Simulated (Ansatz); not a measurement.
# C$_{2}$H$_{6}$ClFSi$_{2}$: nudged elastic band

C$_{2}$H$_{6}$ClFSi$_{2}$, computed with RKS PBE-D4/6-31G (Ansatz 0.2.0).

One setting was made poor on purpose. It belongs to a series of runs on one base structure; here: band between the two ends. Figures and captions count atoms from 1; the log counts them from 0 in places.

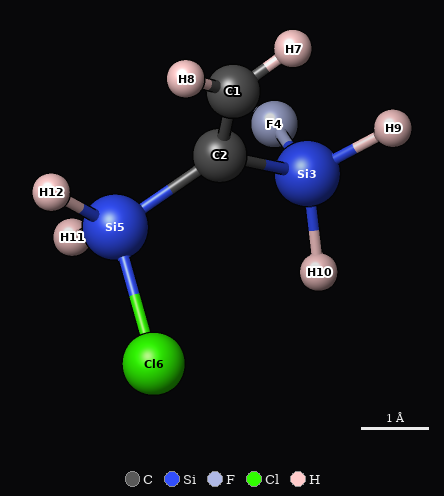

**Figure 1.** The input geometry (ball-and-stick view, seen at a tilt; atoms are numbered from 1 in the order of the input). Bond lengths as drawn: Cl–Si 2.21 Å, C–C 1.36 Å, C–H 1.10 Å, C–Si 1.90 Å, F–Si 1.72 Å and H–Si 1.51 Å.

## Input
```yaml
crystal:
  periodic: [false, false, false]
  atoms:
    - { symbol: C, position_ang: [1.331357, -0.532635, -0.940425] }
    - { symbol: C, position_ang: [0.252801, -0.12205, -0.224679] }
    - { symbol: Si, position_ang: [-0.680064, -1.371615, 0.85938] }
    - { symbol: F, position_ang: [-2.1204, -1.894102, 0.074362] }
    - { symbol: Si, position_ang: [-0.293056, 1.693528, -0.28901] }
    - { symbol: Cl, position_ang: [0.177199, 2.63822, 1.650767] }
    - { symbol: H, position_ang: [1.67478, -1.576059, -0.927115] }
    - { symbol: H, position_ang: [1.921575, 0.149188, -1.567194] }
    - { symbol: H, position_ang: [0.204969, -2.587007, 1.040977] }
    - { symbol: H, position_ang: [-1.094477, -0.73427, 2.163441] }
    - { symbol: H, position_ang: [-1.783468, 1.84252, -0.45891] }
    - { symbol: H, position_ang: [0.485584, 2.439182, -1.347494] }
basis:
  gaussian: { orbitals: "6-31G" }
hamiltonian:
  xc: pbe
  dispersion: d4
neb:
  order_check: false
  images: 5
  f_tol: 0.05
  max_iterations: 49
  initial_path: linear
  final_atoms:
    - { symbol: C, position_ang: [1.3563858, -0.53282722, -0.91229874] }
    - { symbol: C, position_ang: [0.26624552, -0.117726, -0.21632459] }
    - { symbol: Si, position_ang: [-0.73142446, -1.37760185, 0.80032177] }
    - { symbol: F, position_ang: [-0.20733931, -1.45584693, 2.43518375] }
    - { symbol: Si, position_ang: [-0.28647399, 1.69364921, -0.3260288] }
    - { symbol: Cl, position_ang: [-0.20804217, 2.62589283, 1.66680068] }
    - { symbol: H, position_ang: [1.68730922, -1.58046131, -0.90498241] }
    - { symbol: H, position_ang: [1.96751339, 0.1482905, -1.51974906] }
    - { symbol: H, position_ang: [-2.19173063, -0.98719778, 0.80978448] }
    - { symbol: H, position_ang: [-0.4929409, -2.74866402, 0.20012719] }
    - { symbol: H, position_ang: [-1.72637177, 1.81237885, -0.76457995] }
    - { symbol: H, position_ang: [0.6436693, 2.46501374, -1.23415431] }
```

Launch command:
```bash
ansatz run input.yaml --threads 1 --pin off --max-ram 2048MiB --backend cpu --events-out ev --progress --plain --runs-dir out
```

## What the program printed
```
Engine: ansatz 0.2.0, aarch64-unknown-linux-gnu
Functional definition: PBE
  parameter kappa = 0.804
  parameter beta = 0.06672455060314922
  exchange = pbe_x(kappa = kappa, mu = beta*pi^2/3)
  correlation = pbe_c(beta = beta)
1015 factors; integrals over basis functions are off by at most 2.0e-4 eV
mean field evaluation 1: about -33138.2038 eV, gradient 5.3e1 eV
mean field evaluation 2: about -33123.3824 eV, gradient 9.6e1 eV
mean field evaluation 4: about -33144.6685 eV, gradient 7.9e0 eV
mean field evaluation 8: about -33144.7967 eV, gradient 3.1e-1 eV
mean field evaluation 16: about -33144.7970 eV, gradient 1.5e-5 eV
mean field -33144.79697901 eV, -1218.0488226281 hartree, gradient 1.5e-5 eV, S^2 0.000000; 0 other end points of the search recorded, 0 dependent functions left out
the calculation of the forces begins
reference -33144.79702081 eV, -1218.0488241644 hartree; 36, 36 occupied and 42, 42 virtual orbitals, 1015 factors
1015 factors; integrals over basis functions are off by at most 2.0e-4 eV
mean field evaluation 32: about -33144.7562 eV, gradient 1.7e-5 eV
mean field -33144.75622674 eV, -1218.0473250102 hartree, gradient 1.7e-5 eV, S^2 0.000000; 0 other end points of the search recorded, 0 dependent functions left out
[... from here on the field's lines of each further geometry are left out, up to the last ...]
NEB iter   1: max|band force component| = 9.531e-1 eV/Å  barrier→ = 0.3238 eV  barrier← = 0.2842 eV  Δτ_max = 0.2000 Å  (181 SCF iters)
NEB iter   2: max|band force component| = 3.338e-1 eV/Å  barrier→ = 0.1325 eV  barrier← = 0.0929 eV  CI = image 3  Δτ_max = 0.1987 Å  (144 SCF iters)
NEB iter   3: max|band force component| = 6.002e-1 eV/Å  barrier→ = 0.1615 eV  barrier← = 0.1219 eV  CI = image 4  Δτ_max = 0.0991 Å  (143 SCF iters)
NEB iter   4: max|band force component| = 2.202e-1 eV/Å  barrier→ = 0.0942 eV  barrier← = 0.0546 eV  CI = image 4  Δτ_max = 0.0421 Å  (135 SCF iters)
NEB iter   5: max|band force component| = 1.209e-1 eV/Å  barrier→ = 0.0886 eV  barrier← = 0.0490 eV  CI = image 4  Δτ_max = 0.0999 Å  (139 SCF iters)
NEB iter   6: max|band force component| = 1.152e-1 eV/Å  barrier→ = 0.0804 eV  barrier← = 0.0408 eV  CI = image 4  Δτ_max = 0.0709 Å  (137 SCF iters)
NEB iter   7: max|band force component| = 9.040e-2 eV/Å  barrier→ = 0.0751 eV  barrier← = 0.0355 eV  CI = image 4  Δτ_max = 0.1001 Å  (140 SCF iters)
NEB iter   8: max|band force component| = 8.743e-2 eV/Å  barrier→ = 0.0702 eV  barrier← = 0.0306 eV  CI = image 4  Δτ_max = 0.1001 Å  (133 SCF iters)
NEB iter   9: max|band force component| = 7.293e-2 eV/Å  barrier→ = 0.0685 eV  barrier← = 0.0290 eV  CI = image 4  Δτ_max = 0.0645 Å  (139 SCF iters)
NEB iter  10: max|band force component| = 7.805e-2 eV/Å  barrier→ = 0.0677 eV  barrier← = 0.0281 eV  CI = image 4  Δτ_max = 0.0322 Å  (138 SCF iters)
NEB iter  11: max|band force component| = 6.120e-2 eV/Å  barrier→ = 0.0679 eV  barrier← = 0.0283 eV  CI = image 4  Δτ_max = 0.0169 Å  (139 SCF iters)
the calculation of the forces begins
reference -33144.74035825 eV, -1218.0467418539 hartree; 36, 36 occupied and 42, 42 virtual orbitals, 1015 factors
1015 factors; integrals over basis functions are off by at most 2.1e-4 eV
mean field evaluation 576: about -33144.7249 eV, gradient 4.2e-4 eV
mean field -33144.72494970 eV, -1218.0461756000 hartree, gradient 2.1e-5 eV, S^2 0.000000; 1 other end points of the search recorded, 0 dependent functions left out
the calculation of the forces begins
reference -33144.72499213 eV, -1218.0461771591 hartree; 36, 36 occupied and 42, 42 virtual orbitals, 1015 factors
NEB iter  12: max|band force component| = 4.285e-2 eV/Å  barrier→ = 0.0679 eV  barrier← = 0.0283 eV  CI = image 4  Δτ_max = 0.0000 Å  (250 SCF iters)
```

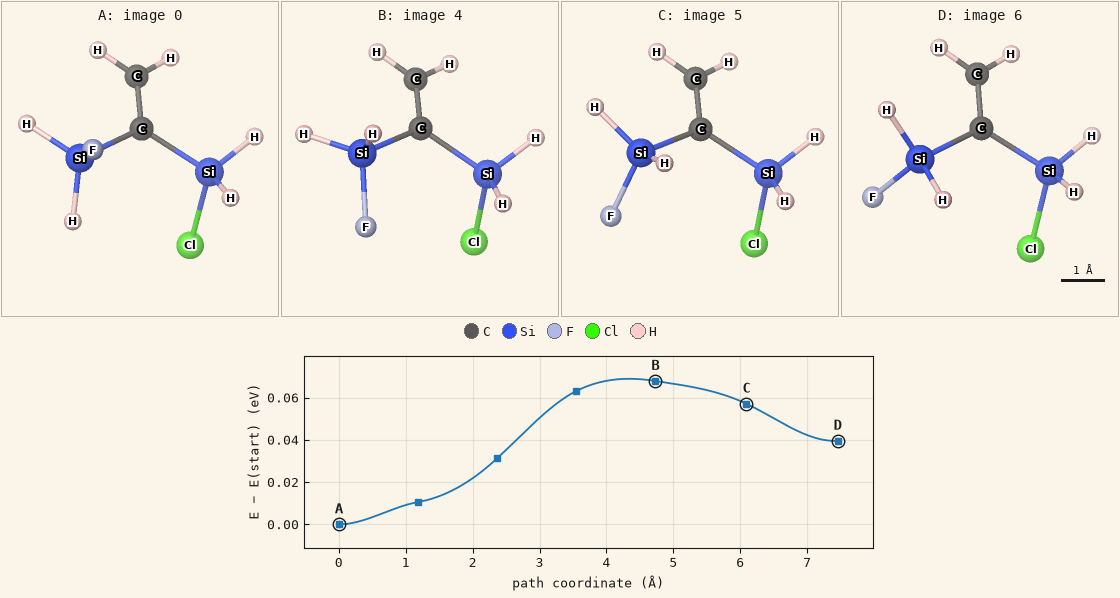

**Figure 2.** Images of the last band (counted from 0; ball-and-stick, seen at a tilt) above the energy along the path; the line is a cubic interpolation that uses the forces. The highest image is number 4, 0.068 eV above the start and 0.028 eV above the end (the climbing image); the end lies 0.040 eV above the start. The path is 7.45 Å long. The band converged in 12 iterations.

```
Total energy: -33145.06522965 eV, -1218.0586806576 hartree
Atom 0 at     1.738597     0.082286     0.119084 Å, force     0.029761     0.009516    -0.011120 eV/Å
Atom 1 at     0.394389    -0.051705     0.003714 Å, force    -0.032669     0.010030    -0.013252 eV/Å
Atom 2 at    -0.557652    -1.414358     0.920087 Å, force    -0.001914     0.001751     0.006656 eV/Å
Atom 3 at    -2.125703    -0.776735     1.225810 Å, force     0.010248    -0.006411     0.002119 eV/Å
Atom 4 at    -0.591426     1.148855    -1.097191 Å, force     0.008575    -0.007262     0.002444 eV/Å
Atom 5 at    -1.381859     2.812125     0.107482 Å, force    -0.001797     0.002685     0.001494 eV/Å
Atom 6 at     2.346434    -0.566838     0.764319 Å, force    -0.009875    -0.005163     0.007214 eV/Å
Atom 7 at     2.301762     0.850790    -0.427344 Å, force    -0.005133    -0.003392     0.006474 eV/Å
Atom 8 at    -0.746117    -2.641829     0.052849 Å, force    -0.001472    -0.000421    -0.000805 eV/Å
Atom 9 at     0.130349    -1.759511     2.223579 Å, force     0.000754    -0.000296    -0.001904 eV/Å
Atom 10 at    -1.774940     0.484791    -1.751493 Å, force     0.002953     0.001801     0.000771 eV/Å
Atom 11 at     0.342965     1.777028    -2.106797 Å, force     0.000570    -0.002839    -0.000090 eV/Å
Dipole moment:     0.788719    -0.594488    -0.297613 e Å
this run last wrote the band of iteration 12 to [file]
```

## The last band as extended XYZ (Å, eV, eV/Å)
```
12
Properties=species:S:1:pos:R:3:forces:R:3 image=0 energy=-33145.13310
C     1.3314   -0.5326   -0.9404    0.0005   0.0028   0.0010
C     0.2528   -0.1221   -0.2247    0.0080  -0.0004  -0.0029
Si   -0.6801   -1.3716    0.8594   -0.0042  -0.0026   0.0046
F    -2.1204   -1.8941    0.0744   -0.0030  -0.0022   0.0013
Si   -0.2931    1.6935   -0.2890   -0.0026   0.0031   0.0001
Cl    0.1772    2.6382    1.6508    0.0002   0.0004  -0.0006
H     1.6748   -1.5761   -0.9271    0.0014   0.0005  -0.0013
H     1.9216    0.1492   -1.5672    0.0011  -0.0019  -0.0018
H     0.2050   -2.5870    1.0410   -0.0004   0.0001  -0.0008
H    -1.0945   -0.7343    2.1634   -0.0011  -0.0005  -0.0004
H    -1.7835    1.8425   -0.4589   -0.0002   0.0006   0.0002
H     0.4856    2.4392   -1.3475    0.0002   0.0002   0.0006
12
Properties=species:S:1:pos:R:3:forces:R:3 image=1 energy=-33145.12253
C     1.4735   -0.4847   -0.7858    0.0424  -0.0161  -0.0112
C     0.3101   -0.1213   -0.1896   -0.0165   0.0320  -0.0024
Si   -0.5955   -1.3432    0.9461   -0.0006  -0.0096   0.0094
F    -2.2014   -1.5365    0.3605    0.0018  -0.0016  -0.0006
Si   -0.4116    1.6086   -0.4936   -0.0022  -0.0062   0.0071
Cl   -0.6288    2.6027    1.4656    0.0054  -0.0023  -0.0058
H     1.9034   -1.4888   -0.6648   -0.0155   0.0021   0.0041
H     2.0562    0.1986   -1.4184   -0.0172   0.0021   0.0052
H     0.1240   -2.6741    0.8669    0.0038   0.0031   0.0003
H    -0.6992   -0.8222    2.3593   -0.0041  -0.0032  -0.0054
H    -1.7971    1.5741   -1.0849    0.0018   0.0011  -0.0013
H     0.5432    2.4318   -1.3272    0.0008  -0.0015   0.0006
12
Properties=species:S:1:pos:R:3:forces:R:3 image=2 energy=-33145.10185
C     1.6484   -0.3425   -0.5145   -0.0046   0.0008   0.0026
C     0.3669   -0.1208   -0.1298    0.0078  -0.0049   0.0003
Si   -0.5807   -1.3520    0.9637    0.0050   0.0037   0.0052
F    -2.2411   -1.1045    0.5844   -0.0058  -0.0068  -0.0126
Si   -0.5255    1.4587   -0.6964   -0.0028  -0.0009   0.0006
Cl   -0.9988    2.6633    1.0900    0.0000  -0.0035   0.0049
H     2.1986   -1.2540   -0.2429   -0.0037  -0.0040  -0.0110
H     2.2139    0.3795   -1.1183   -0.0008  -0.0053  -0.0076
H    -0.1881   -2.7688    0.5992    0.0116  -0.0004   0.0103
H    -0.3989   -1.0890    2.4408   -0.0106   0.0114   0.0005
H    -1.8365    1.2024   -1.3893    0.0020   0.0038   0.0010
H     0.4187    2.2725   -1.5528    0.0019   0.0061   0.0059
12
Properties=species:S:1:pos:R:3:forces:R:3 image=3 energy=-33145.06995
C     1.7381   -0.1449   -0.2031   -0.0064   0.0028   0.0041
C     0.3902   -0.1007   -0.0606    0.0140  -0.0098   0.0059
Si   -0.5776   -1.3885    0.9498    0.0043   0.0001  -0.0014
F    -2.2137   -0.8604    0.8696   -0.0053   0.0021  -0.0076
Si   -0.5847    1.3048   -0.8959   -0.0022  -0.0055  -0.0032
Cl   -1.2134    2.7733    0.6211   -0.0021  -0.0016   0.0014
H     2.3614   -0.9259    0.2543    0.0008  -0.0006  -0.0095
H     2.2902    0.6053   -0.7845    0.0002  -0.0031  -0.0045
H    -0.4989   -2.7617    0.3149    0.0061  -0.0016   0.0053
H    -0.1383   -1.4329    2.3967   -0.0086   0.0053   0.0035
H    -1.8326    0.8427   -1.5988    0.0003   0.0067   0.0047
H     0.3562    2.0338   -1.8295   -0.0009   0.0053   0.0012
12
Properties=species:S:1:pos:R:3:forces:R:3 image=4 energy=-33145.06519
C     1.7386    0.0823    0.1191    0.0298   0.0095  -0.0111
C     0.3944   -0.0517    0.0037   -0.0327   0.0100  -0.0133
Si   -0.5577   -1.4144    0.9201   -0.0019   0.0018   0.0067
F    -2.1257   -0.7767    1.2258    0.0102  -0.0064   0.0021
Si   -0.5914    1.1489   -1.0972    0.0086  -0.0073   0.0024
Cl   -1.3819    2.8121    0.1075   -0.0018   0.0027   0.0015
H     2.3464   -0.5668    0.7643   -0.0099  -0.0052   0.0072
H     2.3018    0.8508   -0.4273   -0.0051  -0.0034   0.0065
H    -0.7461   -2.6418    0.0528   -0.0015  -0.0004  -0.0008
H     0.1303   -1.7595    2.2236    0.0008  -0.0003  -0.0019
H    -1.7749    0.4848   -1.7515    0.0030   0.0018   0.0008
H     0.3430    1.7770   -2.1068    0.0006  -0.0028  -0.0001
12
Properties=species:S:1:pos:R:3:forces:R:3 image=5 energy=-33145.07598
C     1.6450    0.2760    0.3582    0.0203  -0.0262  -0.0201
C     0.3465    0.0187    0.0541    0.0068   0.0275  -0.0085
Si   -0.5576   -1.3760    0.9713    0.0004  -0.0117   0.0132
F    -1.9020   -0.7837    1.8589    0.0014   0.0042   0.0070
Si   -0.5116    1.0048   -1.3246   -0.0047   0.0115   0.0133
Cl   -1.7644    2.5966   -0.4606    0.0044  -0.0118  -0.0118
H     2.1803   -0.2722    1.1457   -0.0138   0.0054   0.0132
H     2.2391    1.0336   -0.1705   -0.0150   0.0062   0.0088
H    -1.1039   -2.3778   -0.0232   -0.0062   0.0024  -0.0023
H     0.4218   -2.0006    1.9438    0.0049  -0.0046  -0.0092
H    -1.4406    0.1345   -2.1342   -0.0004  -0.0037  -0.0030
H     0.5243    1.6910   -2.1848    0.0018   0.0007  -0.0007
12
Properties=species:S:1:pos:R:3:forces:R:3 image=6 energy=-33145.09351
C     1.4613   -0.4833   -0.7672    0.0069   0.0035   0.0062
C     0.2905   -0.1130   -0.1866    0.0068  -0.0089  -0.0038
Si   -0.6384   -1.3495    0.9199   -0.0014   0.0016   0.0050
F    -0.2191   -1.1815    2.5781   -0.0022  -0.0031  -0.0010
Si   -0.4363    1.6023   -0.5449   -0.0090   0.0095   0.0005
Cl   -0.5867    2.7601    1.3215    0.0029  -0.0058  -0.0087
H     1.8966   -1.4805   -0.6151   -0.0050   0.0005  -0.0048
H     2.0386    0.1864   -1.4189   -0.0035  -0.0012   0.0009
H    -2.1284   -1.1230    0.8031    0.0041   0.0001  -0.0007
H    -0.2213   -2.7459    0.5042   -0.0004   0.0027   0.0021
H    -1.8484    1.5113   -1.0717    0.0021   0.0010  -0.0001
H     0.4683    2.3615   -1.4883   -0.0013   0.0001   0.0045
```

## Key numbers

- outcome: converged
- barrier, forward: 0.068 eV
- barrier, backward: 0.028 eV
- hardware: 1 thread of Arm Neoverse V2, 24 GiB of memory available, shared host
- wall time: 4.8 min
- peak memory: 0.14 GiB

## Notes

A deliberately poor setting: straight start. The order of the saddle point was not checked.
